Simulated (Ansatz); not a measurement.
Take ZnO in the wurtzite structure (space group P6_3mc, No. 186; a = 3.235 Å, c = 5.211 Å) as the base. Axes: x lies along a and z along c of the hexagonal cell.

The change: the cell is stretched by 4.45 % along x with no lateral relaxation; the atoms relax in the strained cell.

Method: DFT with r2SCAN, PAW potentials and a 500 eV plane-wave cutoff in Ansatz (a program for electronic structure), no spin-orbit coupling, earlier PAW set.

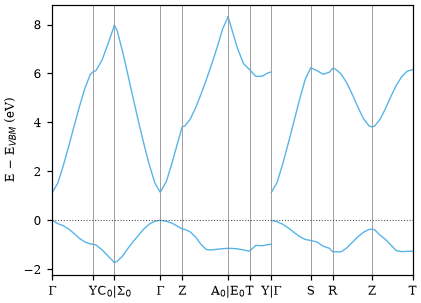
Figure: Highest valence and lowest conduction band along the path of the changed cell's own zone

Read the changed gap and its character from the plot.

About 1.1 eV, direct at Γ.

Gaps are read on the SCF mesh and a high-symmetry path. Whether these cells are dynamically stable was not tested. k-point labels follow each cell's own Brillouin zone.
